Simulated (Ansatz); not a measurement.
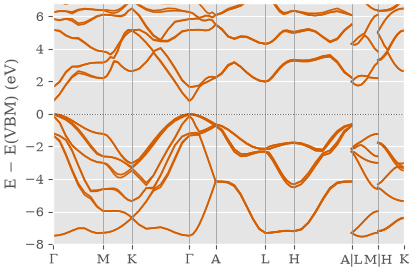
Band structure from the program Ansatz at the PBE with spin–orbit coupling level (PAW)

Question: Read off the gap and where the band edges lie.

Answer: About 0.8 eV (0.79 eV by a search for the band edges); maximum at Γ, minimum at Γ.

The material is SnC (wurtzite, P6_3mc).

The start of the workflow was typed in or built on a structure type; neither database checked (COD, Materials Project) lists it. Its standing as an ambient phase is unchecked. The PBE relaxation kept the symmetry of its start; whether a distortion lowers the energy is not shown. Its formation energy is positive at this level, so the cell may be metastable or incomplete.

Potentials: the later of the program's two PAW sets.
